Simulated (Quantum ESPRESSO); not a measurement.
## Converging the plane-wave cutoff: VW (Cmm2, 2 atoms in the cell)

```xyz
2
Lattice="1.5528 -2.2305 0.0000 1.5528 2.2305 0.0000 0.0000 0.0000 4.2928" Properties=species:S:1:pos:R:3 pbc="T T T"
V      0.0000     0.0000     0.0500
W      1.5528     0.0000     2.1464
```

Computed with PBEsol, GBRV 1.5 ultrasoft (PBESOL) pseudopotentials (plane waves; Quantum ESPRESSO).

Base settings: ecutwfc = 50 Ry; ecutrho = 400 Ry; occupations = smearing; smearing = gaussian; degauss = 0.0073499 Ry; potentials = {V: v_pbesol_v1.4.uspp.F.UPF, W: w_pbesol_v1.2.uspp.F.UPF}; K_POINTS = automatic 5 5 3 0 0 0; conv_thr = 1e-11 Ry; mixing_beta = 0.4.

Moved along: ecutrho.

The second cell is the first with its lattice scaled by 0.98.

The mesh stays at the base's, so the ladder's end is converged at best in this setting alone.

Only quantities that move along the ladder and can be compared are tabulated.

The count of work is k-points × plane waves × bands × iterations; it is no time. 

The starting cell comes from a database of computed structures (which also holds hypothetical and non-ambient phases and stackings), without a prior relaxation at this level. Its lattice was rescaled by up to half a per cent. One atom was moved a little off its site on purpose. Spin polarisation is off. In the base run, with a pressure of about -9 GPa the cell is away from its equilibrium volume at this level. Without a gap this mesh is coarse (it stands for a supercell whose shortest vector is 13 Å).

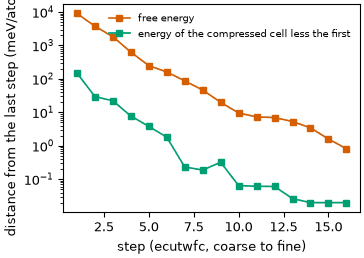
*Distance from the last step along the ladder; very small values are drawn at a floor.*

| ecutwfc | free energy less the last step's (meV/atom) | energy of the compressed cell less the first (meV/atom) | pressure (GPa) | largest difference of a force vector from the last step's (eV/Å) | count of work / last |
|---|---|---|---|---|---|
| 17.5 Ry | 9114.04 | 138.36 | -408.61 | 0.340 | 0.063 |
| 20 Ry | 3778.63 | -41.49 | -207.17 | 0.220 | 0.069 |
| 22 Ry | 1823.82 | -33.96 | -115.57 | 0.085 | 0.080 |
| 25 Ry | 636.90 | -4.01 | -48.77 | 0.037 | 0.10 |
| 28 Ry | 249.83 | -7.96 | -21.72 | 0.006 | 0.11 |
| 30 Ry | 161.79 | -9.96 | -15.00 | 0.002 | 0.13 |
| 35 Ry | 87.50 | -12.01 | -11.40 | 0.003 | 0.16 |
| 40 Ry | 46.41 | -11.59 | -10.95 | 0.000 | 0.19 |
| 45 Ry | 20.04 | -11.45 | -10.11 | 0.000 | 0.23 |
| 50 Ry | 9.56 | -11.71 | -9.36 | 0.000 | 0.27 |
| 55 Ry | 7.32 | -11.71 | -9.04 | 0.000 | 0.31 |
| 60 Ry | 6.99 | -11.71 | -9.04 | 0.000 | 0.36 |
| 68 Ry | 5.31 | -11.75 | -9.14 | 0.000 | 0.43 |
| 75 Ry | 3.45 | -11.78 | -9.13 | 0.000 | 0.50 |
| 88 Ry | 1.60 | -11.78 | -9.06 | 0.000 | 0.63 |
| 100 Ry | 0.82 | -11.76 | -9.05 | 0.000 | 0.76 |
| 120 Ry | 0.00 | -11.77 | -9.04 | 0.000 | 1.0 |

State of the free energy at the end of the ladder: still drifting one way, by 1.6 meV/atom over the last two steps, so the last step is no safe reference.

Coarsest ecutwfc that holds the forces within 0.02 eV/Å of the last step, with all finer ones: 28 Ry, at 0.11 of the last step's count of work; the step before is off by 0.037 eV/Å.

Coarsest ecutwfc that holds the energy of the compressed cell less the first within 2 meV/atom of the last step, with all finer ones: 30 Ry, at 0.13 of the last step's count of work; the step before is off by 3.8 meV/atom.

The energy difference between the two cells stays within 1 meV/atom of the last step's from 35 Ry on, the total only from 100 Ry on: much of the error is common to both cells and cancels.

Two neighbours can agree and both be off: 55 Ry and 60 Ry differ by 0.33 meV/atom in the free energy, yet lie about 7.0 meV/atom from the last step.

At the lowest cutoff the pressure lies 400 GPa under the last step's, the usual sign of Pulay stress in an incomplete plane-wave basis.
